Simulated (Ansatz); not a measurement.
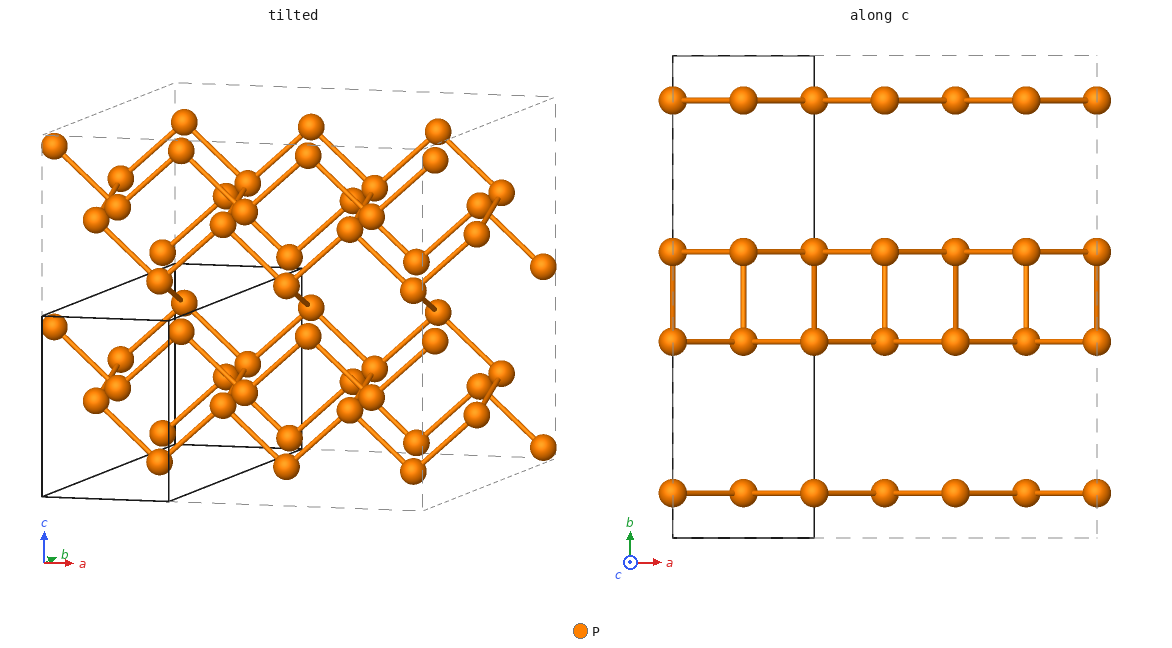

We look at a ball-and-stick model of the crystal slightly off an axis and along the c axis. The structure is repeated 3×1×2 times; solid lines mark one conventional unit cell. Cell: a = 3.295 Å, b = 11.245 Å, c = 4.521 Å, α = 90.00°, β = 90.00°, γ = 90.00°.

- The element is phosphorus.
- The space group is Cmce (No. 64); the lattice is base-centred orthorhombic.
- The cell holds eight atoms.
- Around each P lie three P in a trigonal pyramidal arrangement at about 2.2 Å.
- The bonds build P layers parallel to (010).

It derives from a structure type known for this element. It was relaxed at fixed volume with Ansatz 0.2.0, DFT HSE06, scalar-relativistic, plane waves, PAW.
